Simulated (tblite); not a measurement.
# CH10BGeSSi2: the cost of one run

Computed with tblite 0.8.0 and PySCF 2.14.0; each step states its level. No surroundings beyond the atoms listed, unless a continuum is named. Atoms count from 0, parts from 1.

## (1) Starting point

16 atoms, charge 0, multiplicity 2; geometry: distance geometry start.

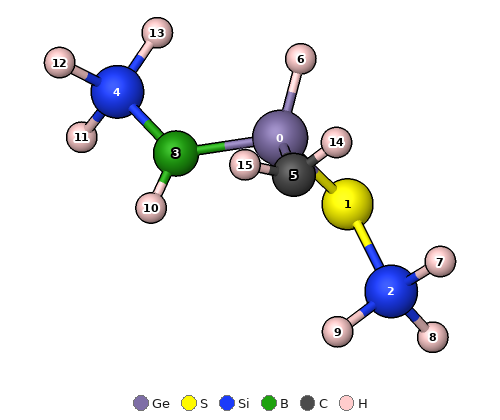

The starting geometry (germanium purple, sulfur yellow, silicon blue, boron green, carbon dark grey, hydrogen pink), atoms numbered.

## (2) Relaxing the cluster with GFN2-xTB

Job settings and geometry (Å):

```
{"job": {"kind": "relax", "xc": "GFN2-xTB", "basis": "xTB"}, "charge": 0, "multiplicity": 2}
Ge    -0.064792     0.276275    -0.634629
S      1.712622    -1.033066    -0.606757
Si     3.295373    -0.088744     0.532506
B     -1.514317    -0.415170     0.586616
Si    -3.060891    -1.401059     0.008671
C      0.508537     1.953833     0.195613
H     -0.576477     0.545531    -2.060389
H      3.726363     1.098688    -0.204896
H      4.443384    -1.009372     0.601171
H      2.873557     0.318664     1.854333
H     -1.332997    -0.325897     1.749545
H     -3.118799    -2.624031     0.838803
H     -4.285789    -0.629393     0.345852
H     -3.052743    -1.706560    -1.440510
H      0.823670     2.605977    -0.633449
H     -0.368957     2.443340     0.678628
```

Method: GFN2-xTB geometry optimisation, gas phase.

The run is started by

```
> OMP_NUM_THREADS=1 python cluster_run.py task.json out
```

The driver reads the jobs from task.json and runs them one after another.

**Question.** How long does this first job take on 1 thread of Arm Neoverse V2, shared host?

About 10 s.
